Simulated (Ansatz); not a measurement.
```xyz
17

C    -2.0005   -3.0541   -0.6766
C    -1.3579   -2.5333    0.2139
C    -0.6118   -1.8985    1.2869
C    -1.4775   -1.2973    2.4122
C     0.4362    0.0592    2.2199
C     0.1973   -0.6559    0.8864
N     0.4742    1.4762    2.0729
O    -0.6143   -0.4221    3.1025
H    -2.5627   -3.5169   -1.4662
H     0.0727   -2.6400    1.7413
H    -2.3455   -0.7660    1.9670
H    -1.8616   -2.0573    3.1110
H     1.3900   -0.2540    2.6831
H    -0.4194    1.8201    1.7184
H     0.6284    1.9225    2.9763
H     1.1317   -0.8876    0.3561
H    -0.4130   -0.0150    0.2265
```

Geometry: r2SCAN-D4/def2-SVP.

All numbers below come from isolated molecule in a Gaussian basis; Kohn-Sham density functional theory, functional PBE0 in Ansatz 0.2.0.

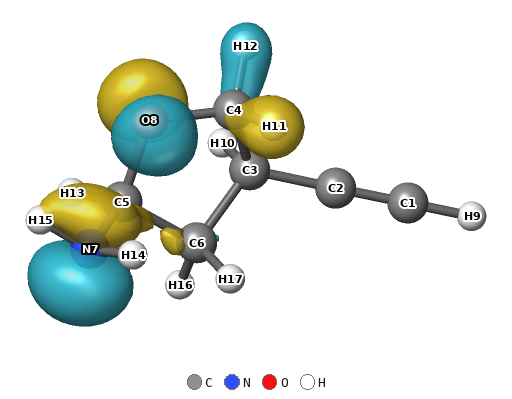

C6H9NO. The HOMO at ±0.15 Å⁻³ᐟ² (yellow and cyan are the two phases), seen at a tilt.

> Describe this orbital and give its energy.

It lies mainly on O8 (about 35 %), N7 (about 35 %) and C4 (about 5 %). Its energy is −7.26 eV.
